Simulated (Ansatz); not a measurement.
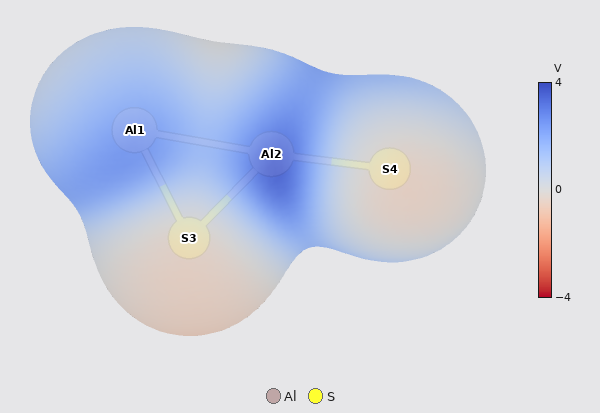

*Al2S2 (triplet). The electrostatic potential painted on the density surface at 0.004 e/bohr³, seen at a tilt; red is negative and blue positive.*

Geometry: PBE0-D4/def2-TZVP.

Level of theory: UKS PBE0-D4/def2-TZVP in Ansatz.

```xyz
4

Al    1.9033    0.8408   -0.7204
Al   -0.4810    0.3241    0.0352
S     1.1306   -1.1513    0.0238
S    -2.5529   -0.0137    0.6614
```

Question: Where is the surface potential most negative and most positive?

Answer: The most negative region (about −0.6 V) lies over S3, the most positive (about +3.4 V) over Al2.
